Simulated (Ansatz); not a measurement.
## Nudged elastic band of SnNH5S

System: SnNH5S, SMILES [NH2][SnH2][SH].
Method: RKS PBE0-D4/def2-SVP (Ansatz 0.2.0).

It belongs to a series of runs on one base structure; here: band between the two ends. Figures and captions count atoms from 1; the log counts them from 0 in places.

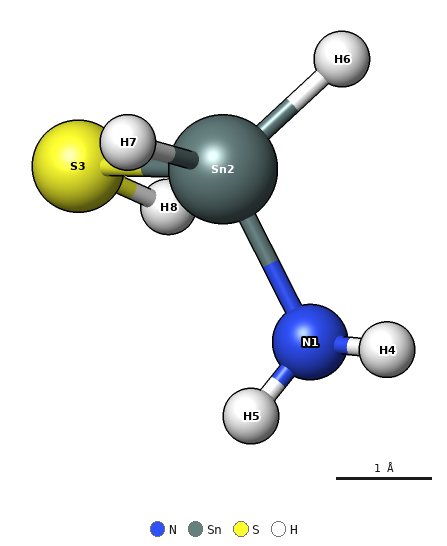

**Figure 1.** The input geometry (ball-and-stick view, seen at a tilt; atoms are numbered from 1 in the order of the input). Sticks mark near contacts.

**Summary**

| quantity | value |
| --- | --- |
| outcome | converged |
| barrier, forward | 0.020 eV |
| barrier, backward | 0.020 eV |
| hardware | 1 thread of Arm Neoverse V1, 24 GiB of memory available, shared host |
| wall time | 3 min |
| peak memory | 0.17 GiB |

**Notes**

The order of the saddle point was not checked.

**The input**
```yaml
crystal:
  periodic: [false, false, false]
  atoms:
    - { symbol: "N", position_ang: [-1.129845, 0.397575, -0.776228] }
    - { symbol: Sn, position_ang: [0.543796, 0.358755, 0.38962] }
    - { symbol: S, position_ang: [1.224595, -1.961503, 0.431309] }
    - { symbol: H, position_ang: [-1.638828, 1.278586, -0.727065] }
    - { symbol: H, position_ang: [-0.944217, 0.199189, -1.757563] }
    - { symbol: H, position_ang: [0.049849, 0.923174, 1.929503] }
    - { symbol: H, position_ang: [1.91742, 1.196232, -0.214042] }
    - { symbol: H, position_ang: [-0.02277, -2.392019, 0.724465] }
basis:
  gaussian: { orbitals: def2-SVP }
hamiltonian:
  xc: pbe0
  dispersion: d4
neb:
  order_check: false
  images: 7
  f_tol: 0.05
  max_iterations: 56
  initial_path: idpp
  final_atoms:
    - { symbol: "N", position_ang: [-0.96124824, 0.38054653, -0.97746431] }
    - { symbol: Sn, position_ang: [0.51249955, 0.35939594, 0.4305699] }
    - { symbol: S, position_ang: [0.55129093, -1.90799064, 1.27269222] }
    - { symbol: H, position_ang: [-1.90020774, 0.30388448, -0.59124698] }
    - { symbol: H, position_ang: [-0.93741193, 1.1996825, -1.58221739] }
    - { symbol: H, position_ang: [0.25501477, 1.33057715, 1.82436257] }
    - { symbol: H, position_ang: [1.94903268, 0.77222547, -0.40571149] }
    - { symbol: H, position_ang: [0.53102998, -2.43833241, 0.02901448] }
```

Command:
```bash
ansatz run input.yaml --threads 1 --pin off --max-ram 2048MiB --backend cpu --events-out ev --progress --plain --runs-dir out
```

**What the program printed**
```
Engine: ansatz 0.2.0, aarch64-unknown-linux-gnu
Functional definition: PBE0
  parameter a = 0.25
  parameter kappa = 0.804
  parameter beta = 0.06672455060314922
  exchange = (1 - a)*pbe_x(kappa = kappa, mu = beta*pi^2/3) + a*exact_x
  correlation = pbe_c(beta = beta)
971 factors; integrals over basis functions are off by at most 3.4e-4 eV
mean field evaluation 1: about -18222.7537 eV, gradient 5.2e1 eV
mean field evaluation 2: about -18207.8298 eV, gradient 8.9e1 eV
mean field evaluation 4: about -18228.3993 eV, gradient 4.0e0 eV
mean field evaluation 8: about -18228.4724 eV, gradient 5.3e-2 eV
mean field -18228.47243007 eV, -669.8840061026 hartree, gradient 1.8e-5 eV, S^2 0.000000; 0 other end points of the search recorded, 0 dependent functions left out
the calculation of the forces begins
reference -18228.47245915 eV, -669.8840071714 hartree; 25, 25 occupied and 58, 58 virtual orbitals, 971 factors
971 factors; integrals over basis functions are off by at most 6.2e-4 eV
mean field evaluation 16: about -18222.7553 eV, gradient 5.2e1 eV
mean field -18228.47256998 eV, -669.8840112443 hartree, gradient 1.8e-5 eV, S^2 0.000000; 0 other end points of the search recorded, 0 dependent functions left out
[... from here on the field's lines of each further geometry are left out, up to the last ...]
NEB iter   1: max|band force component| = 1.303e0 eV/Å  barrier→ = 0.1360 eV  barrier← = 0.1361 eV  Δτ_max = 0.1974 Å  (225 SCF iters)
NEB iter   2: max|band force component| = 5.854e-1 eV/Å  barrier→ = 0.0827 eV  barrier← = 0.0828 eV  Δτ_max = 0.1096 Å  (194 SCF iters)
NEB iter   3: max|band force component| = 2.192e-1 eV/Å  barrier→ = 0.0336 eV  barrier← = 0.0337 eV  CI = image 4  Δτ_max = 0.0698 Å  (196 SCF iters)
NEB iter   4: max|band force component| = 8.963e-2 eV/Å  barrier→ = 0.0206 eV  barrier← = 0.0207 eV  CI = image 4  Δτ_max = 0.0125 Å  (203 SCF iters)
NEB iter   5: max|band force component| = 6.412e-2 eV/Å  barrier→ = 0.0202 eV  barrier← = 0.0203 eV  CI = image 4  Δτ_max = 0.0489 Å  (167 SCF iters)
the calculation of the forces begins
reference -18228.46924413 eV, -669.8838890214 hartree; 25, 25 occupied and 58, 58 virtual orbitals, 971 factors
971 factors; integrals over basis functions are off by at most 3.6e-4 eV
mean field evaluation 480: about -18207.7663 eV, gradient 8.9e1 eV
mean field -18228.45163867 eV, -669.8832420327 hartree, gradient 1.4e-5 eV, S^2 0.000000; 1 other end points of the search recorded, 0 dependent functions left out
the calculation of the forces begins
reference -18228.45166715 eV, -669.8832430795 hartree; 25, 25 occupied and 58, 58 virtual orbitals, 971 factors
NEB iter   6: max|band force component| = 4.642e-2 eV/Å  barrier→ = 0.0200 eV  barrier← = 0.0201 eV  CI = image 4  Δτ_max = 0.0000 Å  (373 SCF iters)
```

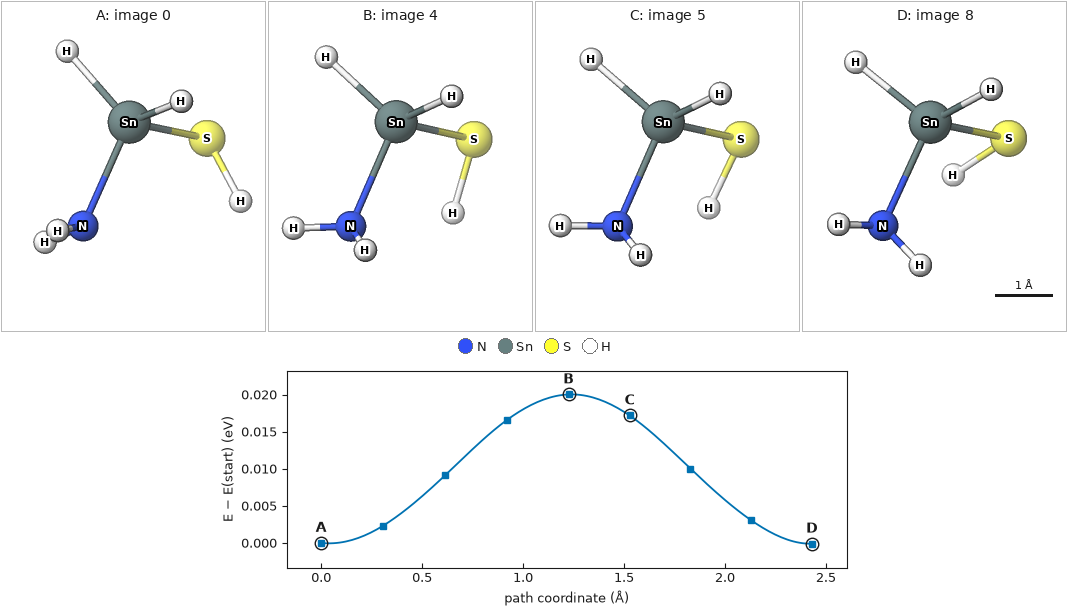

**Figure 2.** Images of the last band (counted from 0; ball-and-stick, seen at a tilt) above the energy along the path; the line is a cubic interpolation that uses the forces. The highest image is number 4, 0.020 eV above the start and 0.020 eV above the end (the climbing image); start and end have the same energy. The path is 2.43 Å long. The band converged in 6 iterations.

```
Total energy: -18228.59126322 eV, -669.8883731403 hartree
Atom 0 at    -1.055284     0.269743    -0.773122 Å, force    -0.005606    -0.003538    -0.003353 eV/Å
Atom 1 at     0.627561     0.366229     0.373998 Å, force     0.002672     0.004643     0.001744 eV/Å
Atom 2 at     0.996149    -1.945586     1.007046 Å, force    -0.000074    -0.000956    -0.001211 eV/Å
Atom 3 at    -1.841549     0.795630    -0.398498 Å, force    -0.000579     0.002370     0.002510 eV/Å
Atom 4 at    -0.914999     0.557543    -1.738829 Å, force     0.002600     0.001274    -0.002018 eV/Å
Atom 5 at     0.341652     1.315351     1.772790 Å, force    -0.000258    -0.001110     0.000094 eV/Å
Atom 6 at     1.954785     0.933925    -0.551053 Å, force     0.000056    -0.001208     0.000195 eV/Å
Atom 7 at    -0.108315    -2.292847     0.307666 Å, force     0.001189    -0.001475     0.002039 eV/Å
Dipole moment:    -0.227166     0.500167    -0.241399 e Å
this run last wrote the band of iteration 6 to [file]
```

**The last band as extended XYZ (Å, eV, eV/Å)**
```
8
Properties=species:S:1:pos:R:3:forces:R:3 image=0 energy=-18228.61126
N    -1.1298    0.3976   -0.7762    0.0125   0.0081   0.0147
Sn    0.5438    0.3588    0.3896   -0.0039  -0.0058  -0.0112
S     1.2246   -1.9615    0.4313    0.0009  -0.0060   0.0038
H    -1.6388    1.2786   -0.7271   -0.0058  -0.0018  -0.0023
H    -0.9442    0.1992   -1.7576   -0.0010   0.0010  -0.0005
H     0.0498    0.9232    1.9295   -0.0041   0.0004  -0.0051
H     1.9174    1.1962   -0.2140   -0.0003   0.0019   0.0014
H    -0.0228   -2.3920    0.7245    0.0016   0.0023  -0.0009
8
Properties=species:S:1:pos:R:3:forces:R:3 image=1 energy=-18228.60894
N    -1.1039    0.3556   -0.7738   -0.0028   0.0043   0.0018
Sn    0.5741    0.3596    0.3820    0.0058  -0.0062  -0.0060
S     1.2061   -1.9705    0.5594   -0.0027   0.0017  -0.0039
H    -1.7093    1.1584   -0.6144    0.0036   0.0074  -0.0075
H    -0.9244    0.2886   -1.7734   -0.0048  -0.0081   0.0053
H     0.0969    1.0270    1.8862   -0.0028  -0.0064   0.0008
H     1.9461    1.1464   -0.2870   -0.0009   0.0036   0.0048
H    -0.0856   -2.3651    0.6210    0.0045   0.0036   0.0047
8
Properties=species:S:1:pos:R:3:forces:R:3 image=2 energy=-18228.60216
N    -1.0849    0.3137   -0.7644    0.0242  -0.0192   0.0430
Sn    0.5996    0.3647    0.3821    0.0000  -0.0042  -0.0093
S     1.1580   -1.9704    0.7048   -0.0034  -0.0063  -0.0095
H    -1.7565    1.0402   -0.5274   -0.0077   0.0246  -0.0264
H    -0.9120    0.3506   -1.7661   -0.0174   0.0008  -0.0124
H     0.1669    1.1313    1.8526   -0.0061  -0.0063  -0.0007
H     1.9579    1.0956   -0.3702    0.0020   0.0055   0.0065
H    -0.1289   -2.3258    0.4886    0.0084   0.0051   0.0088
8
Properties=species:S:1:pos:R:3:forces:R:3 image=3 energy=-18228.59469
N    -1.0677    0.2811   -0.7647    0.0133  -0.0072   0.0232
Sn    0.6179    0.3667    0.3798   -0.0005   0.0025  -0.0076
S     1.0873   -1.9634    0.8549   -0.0034  -0.0083  -0.0062
H    -1.8021    0.9131   -0.4539   -0.0003   0.0160  -0.0182
H    -0.9064    0.4430   -1.7560   -0.0142  -0.0025  -0.0026
H     0.2484    1.2290    1.8144   -0.0053  -0.0057   0.0004
H     1.9600    1.0258   -0.4603    0.0021   0.0042   0.0034
H    -0.1374   -2.2953    0.3857    0.0083   0.0010   0.0076
8
Properties=species:S:1:pos:R:3:forces:R:3 image=4 energy=-18228.59123
N    -1.0553    0.2697   -0.7731   -0.0056  -0.0035  -0.0034
Sn    0.6276    0.3662    0.3740    0.0027   0.0046   0.0017
S     0.9961   -1.9456    1.0070   -0.0001  -0.0010  -0.0012
H    -1.8415    0.7956   -0.3985   -0.0006   0.0024   0.0025
H    -0.9150    0.5575   -1.7388    0.0026   0.0013  -0.0020
H     0.3417    1.3154    1.7728   -0.0003  -0.0011   0.0001
H     1.9548    0.9339   -0.5511    0.0001  -0.0012   0.0002
H    -0.1083   -2.2928    0.3077    0.0012  -0.0015   0.0020
8
Properties=species:S:1:pos:R:3:forces:R:3 image=5 energy=-18228.59407
N    -1.0495    0.2756   -0.7898    0.0194  -0.0092   0.0060
Sn    0.6299    0.3639    0.3634   -0.0045   0.0038   0.0020
S     0.8905   -1.9166    1.1426   -0.0067  -0.0065   0.0010
H    -1.8725    0.6901   -0.3586   -0.0077  -0.0049  -0.0101
H    -0.9319    0.6880   -1.7125   -0.0110   0.0189   0.0013
H     0.4402    1.3844    1.7286    0.0035   0.0036  -0.0010
H     1.9457    0.8293   -0.6318   -0.0015  -0.0059  -0.0034
H    -0.0525   -2.3146    0.2581    0.0084   0.0003   0.0041
8
Properties=species:S:1:pos:R:3:forces:R:3 image=6 energy=-18228.60123
N    -1.0493    0.3016   -0.8129    0.0471  -0.0258   0.0165
Sn    0.6262    0.3590    0.3467   -0.0080  -0.0013   0.0040
S     0.7797   -1.8807    1.2576   -0.0106  -0.0054   0.0021
H    -1.8978    0.5995   -0.3375   -0.0191   0.0013  -0.0147
H    -0.9609    0.8327   -1.6761   -0.0242   0.0301  -0.0045
H     0.5327    1.4326    1.6822    0.0069   0.0041  -0.0024
H     1.9370    0.7168   -0.6979   -0.0036  -0.0069  -0.0043
H     0.0324   -2.3616    0.2379    0.0116   0.0039   0.0033
8
Properties=species:S:1:pos:R:3:forces:R:3 image=7 energy=-18228.60821
N    -1.0579    0.3405   -0.8352    0.0074  -0.0006  -0.0038
Sn    0.6164    0.3505    0.3256   -0.0040  -0.0045   0.0095
S     0.6657   -1.8422    1.3513   -0.0051   0.0028  -0.0008
H    -1.9195    0.5403   -0.3318   -0.0006  -0.0082  -0.0058
H    -1.0029    0.9707   -1.6328   -0.0082   0.0119   0.0050
H     0.6134    1.4621    1.6343    0.0051   0.0026  -0.0034
H     1.9256    0.6000   -0.7513   -0.0015  -0.0071  -0.0017
H     0.1591   -2.4219    0.2399    0.0070   0.0032   0.0011
8
Properties=species:S:1:pos:R:3:forces:R:3 image=8 energy=-18228.61136
N    -1.0036    0.3748   -0.9363   -0.0086   0.0010  -0.0008
Sn    0.5665    0.3524    0.3634    0.0006   0.0005   0.0060
S     0.5139   -1.8409    1.3824   -0.0007  -0.0045  -0.0141
H    -1.9140    0.3972   -0.4810    0.0056  -0.0018  -0.0007
H    -0.9694    1.1415   -1.6058    0.0017   0.0010  -0.0005
H     0.4807    1.4433    1.6881   -0.0009  -0.0001  -0.0008
H     1.9612    0.5933   -0.6011    0.0009  -0.0017  -0.0015
H     0.3646   -2.4615    0.1903    0.0014   0.0057   0.0124
```
